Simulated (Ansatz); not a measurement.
Start from WS2 in the 2H-MoS2 type structure (space group P6_3/mmc, No. 194; a = 3.115 Å, c = 11.773 Å; layered, stacked along the Cartesian z axis).

Structures relaxed with Ansatz (a quantum-chemistry and plane-wave program) PBEsol-D3(BJ), no SOC.

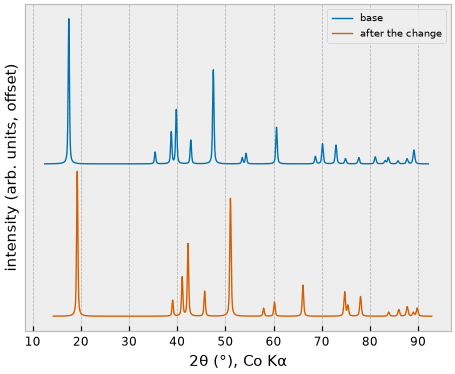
*Simulated powder patterns before (top) and after one change*

**Question.** Which of these changes matches the shifts?
(A) pressure 30 GPa
(B) pressure −2 GPa
(C) pressure 9 GPa
(D) pressure 4.5 GPa

**Answer.** A, pressure 30 GPa. Its volume per atom is 13.44 Å³ against 16.49 Å³, and its space group is P6_3/mmc (No. 194).

A case with no gap was solved on a k-mesh chosen for an insulator, which is coarse for it. Load acts through the strain it causes; cell and atoms are relaxed under it. No phonon test of stability was made. No other phases were tried under pressure. The final runs are not spin-polarised.
